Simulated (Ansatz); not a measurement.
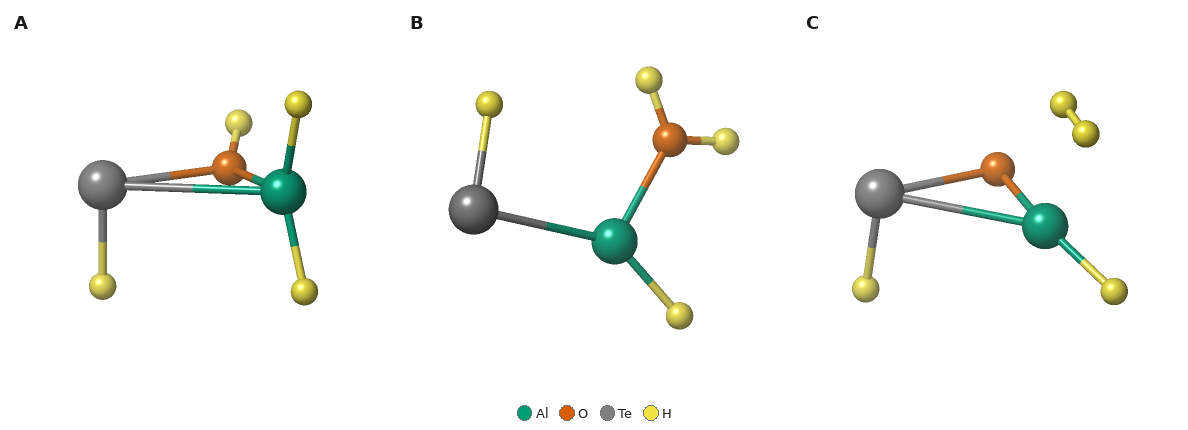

3 stationary structures of one formula. The species has charge +1 and is a spin singlet. Geometries: PBE0-D4/def2-TZVP. Electronic energies: PBE-D4/def2-TZVPP (Ansatz 0.2.0), without zero-point energy. No frequency run is at hand to confirm each as a minimum. Each is one conformer, not always the lowest.

Rank them by energy, lowest first.

Answer. B is lowest (Cs); A lies 39.5 kcal/mol above it (C1), C lies 49.0 kcal/mol above it (C1).
